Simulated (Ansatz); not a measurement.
C3H7ClSi (SMILES C=C(Cl)[SiH2]C)

Input file:

```
crystal:
  periodic: [false, false, false]
  atoms:
    - {symbol: C, position_ang: [1.038616, 1.530399, 1.301119]}
    - {symbol: C, position_ang: [0.849350, 0.312322, 0.812231]}
    - {symbol: Cl, position_ang: [2.195062, -0.791971, 0.691811]}
    - {symbol: Si, position_ang: [-0.781108, -0.380670, 0.201529]}
    - {symbol: C, position_ang: [-0.644866, -0.911126, -1.580707]}
    - {symbol: H, position_ang: [2.007153, 1.882202, 1.639831]}
    - {symbol: H, position_ang: [0.198184, 2.212030, 1.372584]}
    - {symbol: H, position_ang: [-1.145192, -1.537850, 1.061407]}
    - {symbol: H, position_ang: [-1.791762, 0.697959, 0.376601]}
    - {symbol: H, position_ang: [-0.398403, -0.061953, -2.221543]}
    - {symbol: H, position_ang: [0.137364, -1.664745, -1.693830]}
    - {symbol: H, position_ang: [-1.587200, -1.341797, -1.927032]}
basis:
  gaussian: {orbitals: def2-TZVPP}
hamiltonian: {xc: pbe0, dispersion: d4}
output: {orbitals: {seedname: orbitals}}
```

Launched as:

```sh
ansatz run in.yaml --threads 4 --pin off --events-out ev --progress --plain --max-ram 10444MiB
```

Geometry: PBE0-D4/def2-TZVP.

These are results of Ansatz 0.2.0, RKS PBE0-D4/def2-TZVPP, not measurements.

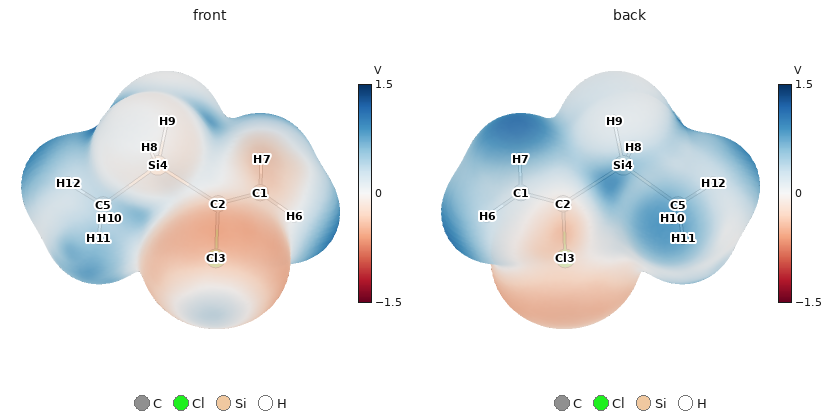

Figure 1. The molecular electrostatic potential painted on the density surface at 0.002 e/bohr³, seen from the front and from behind; red is negative and blue positive.

Q: Which sites attract a positive test charge, and which a negative one?

A: A positive charge is drawn to the negative regions and a negative charge to the positive ones. The most negative region (about −0.6 V) lies over Cl3, the most positive (about +1.1 V) over Si4 and H7. Cl3 shows a σ-hole: about +0.4 V at the tip opposite its bond, against about −0.4 V on its flanks.

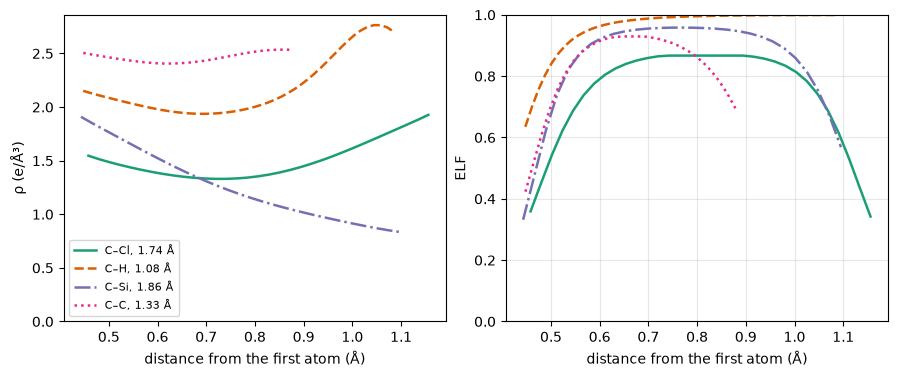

Figure 2. Total electron density and electron localisation function along straight lines between neighbouring atoms. The curves leave out the atomic cores.

Q: What kind of bonding do the profiles show?

A: C–Cl (1.74 Å): ρ is about 1.4 e/Å³ halfway; the ELF peaks at about 0.85 between the atoms; a covalent bond.
C–H (1.08 Å): ρ at the midpoint is about 2 e/Å³; the ELF climbs to about 1 towards the hydrogen, as it does in any bond to H: a covalent bond by its length.
C–Si (1.86 Å): ρ is about 0.98 e/Å³ halfway; the ELF peaks at about 0.95 between the atoms (a covalent bond).
C–C (1.33 Å): the density is about 2.4 e/Å³ at the midpoint; the ELF peaks at about 0.95 between the atoms: a multiple bond.

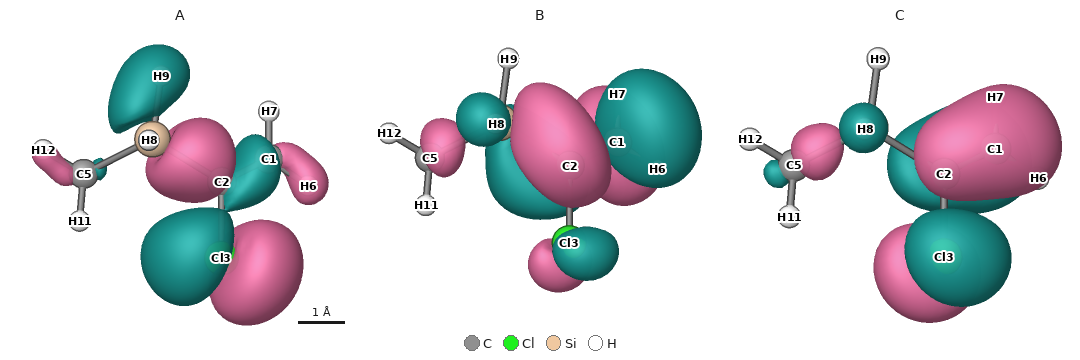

Figure 3. Three frontier orbitals at ±0.08 Å⁻³ᐟ² (teal and pink are the two phases), in no order.

Q: Order the three orbitals by energy and name them.

A: A is the HOMO−1 (−8.45 eV). Its weight (Hirshfeld) is mainly on Cl3 (about 60 %), C2 (about 15 %) and Si4 (about 10 %). C is the HOMO (−7.55 eV). Its weight (Hirshfeld) is mainly on C1 (about 35 %), Cl3 (about 30 %) and C2 (about 25 %). B is the LUMO (−0.64 eV). It lies mainly on C1 (about 35 %), C2 (about 30 %), Si4 (about 10 %) and Cl3 (about 10 %); π-antibonding (π*) across C1–C2.

Q: What is the HOMO–LUMO gap?

A: 6.91 eV between the orbital energies.
